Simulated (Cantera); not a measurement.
Feed: 1 mol Si₂H₆, 0.46 mol O₃, at 1350 K.

Cantera equilibrium calculation (NASA polynomials, part measured and part estimated; ideal gas, pure solids and liquids). Candidate condensed phases: H₂O, Si, SiO₂; 18 gas species. The feed counts by its element totals alone. Mutual solubility and eutectic melting of coexisting phases are not modelled. The tables hold silica as quartz up to 1696 K and as liquid above; real silica turns to tridymite and cristobalite and melts near 1996 K. Kinetics and transport are ignored.

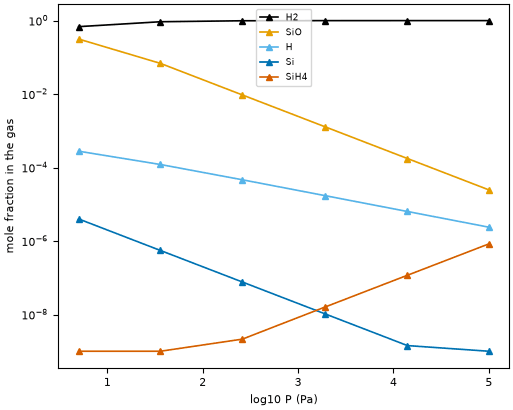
Equilibrium gas composition (values under 1e-9 drawn at 1e-9)

Read off the mole fractions at 14.3 Torr.

H₂ about 1.00, SiO about 0.0013, H about 1.7e-5, SiH₄ about 1.6e-8, Si about 1.0e-8.
